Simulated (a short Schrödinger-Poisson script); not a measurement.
Stack: gated Al0.33Ga0.67N/GaN polarisation-induced gas, at 300 K.

```csv
layer,material,thickness (nm),Na (cm⁻³)
1,Al0.33Ga0.67N,10,-
2,GaN,6000,1e15
```

Constants are typed, rounded textbook-type inputs, not results; the design itself was drawn at random and stands for no fabricated device. Al0.33Ga0.67N: permittivity 9.3, conduction-band edge (eV) 0.462, gap (eV) 4.09, electron mass (mₑ) 0.24, Nv at 300 K (cm⁻³) 4.6e19. GaN: permittivity 9.5, conduction-band edge (eV) 0, gap (eV) 3.43, Nv at 300 K (cm⁻³) 4.6e19.

Channel valleys (confinement mass, in-plane density-of-states mass, number): Γ 0.2, 0.2, 1. At the gate the conduction-band edge of layer 1 lies 1.27 eV − eVg above the Fermi level of the channel; the field vanishes at the back. Sheet of polarisation charge: +1.6e13 e/cm² at 10 nm from the gate. The barrier under the gate holds no holes. Gaps are held at their typed values at every temperature. Mesh 0.08 nm at interfaces.

Solved with a short Schrödinger-Poisson script written for these runs: 1D Poisson equation in equilibrium, electrons quantum, Hartree (BenDaniel-Duke, 40 states a valley, the channel's in-plane mass for all, wave functions free to enter the barrier), parabolic valleys, classical holes, full ionisation, no traps, pinning or gate leakage.

Only gate voltages with over 1e8 electrons/cm² are shown.

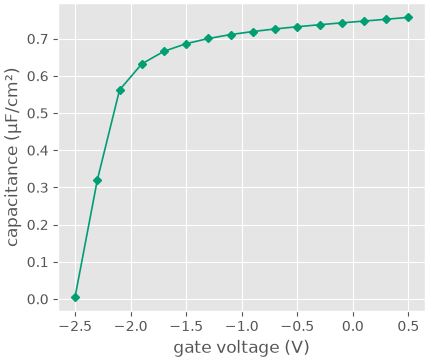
Fig. 1. Quasi-static capacitance against gate voltage

| Vg (V) | electrons (cm⁻²) | in the channel layer | C (μF/cm²) | Γ E0 (meV) | Γ E1 (meV) |
|---|---|---|---|---|---|
| 0.5 | 1.22e13 | 1.12e13 | 0.757 | -126.6 | 7.0 |
| 0.3 | 1.13e13 | 1.05e13 | 0.752 | -116.9 | 10.5 |
| 0.1 | 1.03e13 | 9.67e12 | 0.747 | -107.2 | 13.9 |
| -0.1 | 9.41e12 | 8.87e12 | 0.743 | -97.4 | 17.4 |
| -0.3 | 8.48e12 | 8.05e12 | 0.738 | -87.4 | 21.0 |
| -0.5 | 7.57e12 | 7.23e12 | 0.732 | -77.3 | 24.6 |
| -0.7 | 6.65e12 | 6.40e12 | 0.726 | -67.1 | 28.3 |
| -0.9 | 5.75e12 | 5.56e12 | 0.719 | -56.5 | 32.1 |
| -1.1 | 4.86e12 | 4.73e12 | 0.711 | -45.6 | 36.2 |
| -1.3 | 3.98e12 | 3.89e12 | 0.701 | -34.1 | 40.6 |
| -1.5 | 3.11e12 | 3.06e12 | 0.687 | -21.6 | 45.6 |
| -1.7 | 2.27e12 | 2.24e12 | 0.666 | -7.4 | 51.7 |
| -1.9 | 1.46e12 | 1.44e12 | 0.632 | 10.1 | 60.0 |
| -2.1 | 7.04e11 | 7.00e11 | 0.562 | 35.2 | 74.4 |
| -2.3 | 1.17e11 | 1.16e11 | 0.320 | 89.3 | 115.7 |
| -2.5 | 2.01e8 | 2.01e8 | 0.00603 | 256.6 | 278.9 |

Subbands count from the Fermi level.
